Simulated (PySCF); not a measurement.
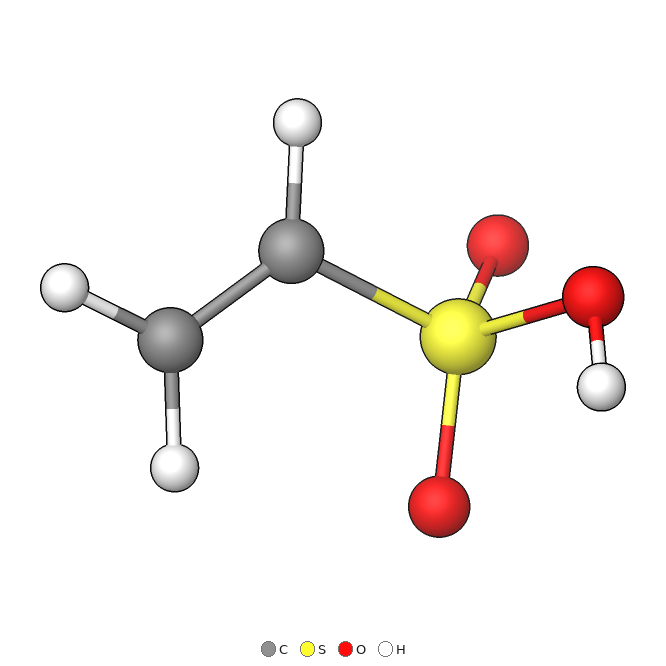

The picture shows a molecular structure as a ball-and-stick model.

The geometry was computed by an optimisation with PBE0-D3(BJ)/def2-SVP. No frequency run is at hand to confirm it as a minimum.

Give the formula.

C₂H₄O₃S, 10 atoms: 2 carbon, 4 hydrogen, 3 oxygen and 1 sulfur.

How many bonds of each kind are drawn?

3 O–S, 3 C–H, 1 C–C, 1 C–S, 1 O–H.

More results for the same structure follow; atom numbers are the same in all pictures, views and colours differ.

**Shape**

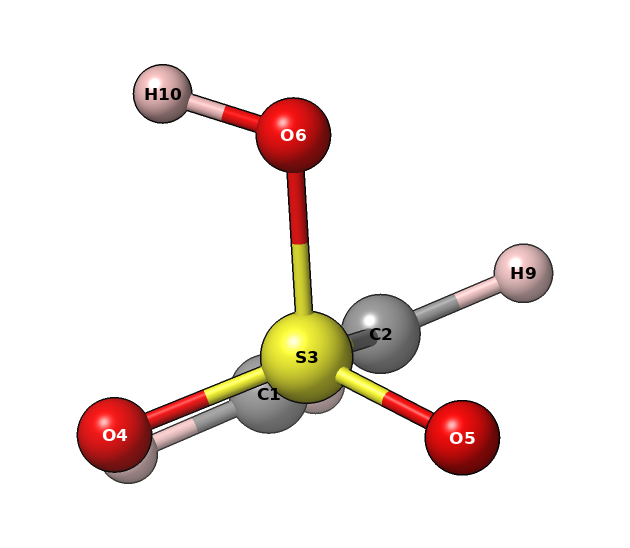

C2 lies behind S3. The molecule seen a little off the S3–C2 bond, S3 in front. Atoms fade into the background with distance from the viewer. No frequency run is at hand to confirm it as a minimum.

What is the torsion angle O6–S3–C2–C1? The sign is positive where the front bond must turn clockwise to cover the back bond.

−117°, anticlinal.

**Quadrupole coupling**

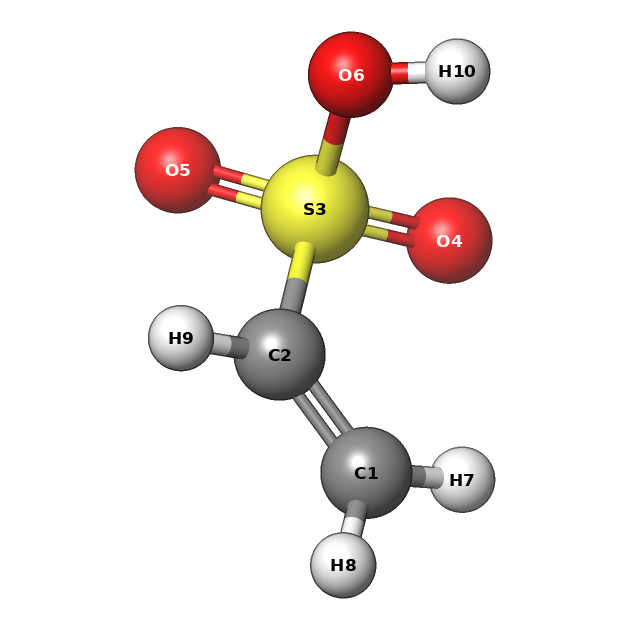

No frequency run is at hand to confirm it as a minimum. Electric field gradients from the ground-state density, PBE0/STO-3G (PySCF 2.14.0), non-relativistic apart from any core potentials.

Give the largest field-gradient component, the quadrupole coupling constant and the asymmetry for 33S at S3 (Q = −67.81 mb), 17O at O4 (Q = −25.6 mb), 17O at O5 (Q = −25.6 mb), 17O at O6 (Q = −25.6 mb).

```tsv
atom	V_zz (a.u.)	e²qQ/h (MHz)	η
S3	0.225	−3.59	0.50
O4	2.545	−15.31	0.11
O5	2.551	−15.34	0.13
O6	−2.320	13.96	0.88
```

**Levels of theory compared**

No frequency run is at hand to confirm it as a minimum. Program: PySCF 2.14.0.

Compare dipole (D), HOMO–LUMO gap (eV) at these levels: PBE0/6-311+G(2d,p); PBE0/6-31G; PBE0/6-31G*; PBE0/STO-3G; PBE0/def2-SVP; PBE0/def2-TZVP.

```
             level  dipole (D)  HOMO–LUMO gap (eV)
PBE0/6-311+G(2d,p)        4.41                7.36
        PBE0/6-31G        5.50                7.46
       PBE0/6-31G*        4.47                7.55
       PBE0/STO-3G        2.96                5.92
     PBE0/def2-SVP        4.29                7.43
    PBE0/def2-TZVP        4.34                7.40
```

**Bond orders**

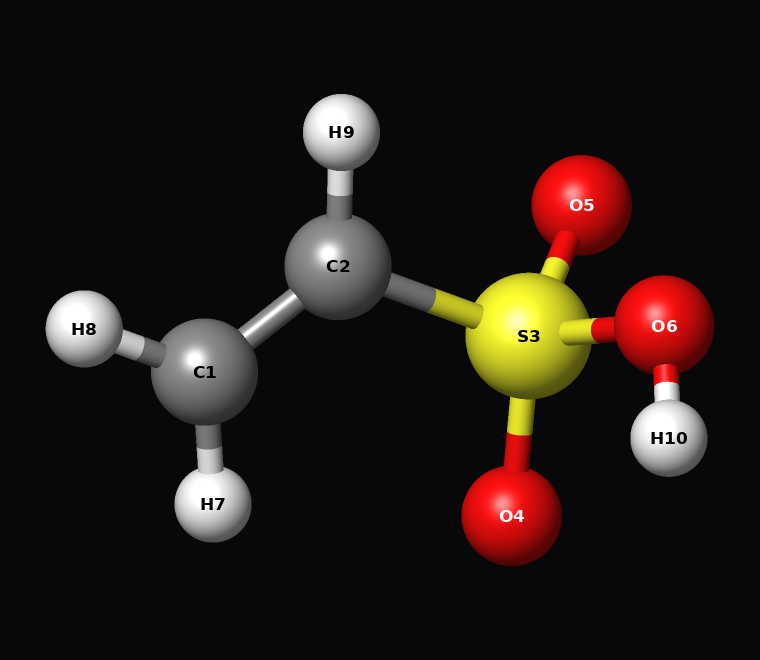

Every bond is drawn as one stick. No frequency run is at hand to confirm it as a minimum. Computed with PBE0/STO-3G (PySCF 2.14.0).

List the Mayer bond orders of C1–C2, C1–H7, C1–H8, C2–S3, C2–H9, S3–O4, S3–O5, S3–O6, O6–H10.

| bond | Mayer order | length (Å) |
| --- | --- | --- |
| C1–C2 | 1.98 | 1.329 |
| C1–H7 | 0.95 | 1.094 |
| C1–H8 | 0.96 | 1.093 |
| C2–S3 | 0.62 | 1.762 |
| C2–H9 | 0.95 | 1.093 |
| S3–O4 | 1.21 | 1.452 |
| S3–O5 | 1.24 | 1.442 |
| S3–O6 | 0.61 | 1.624 |
| O6–H10 | 0.92 | 0.970 |
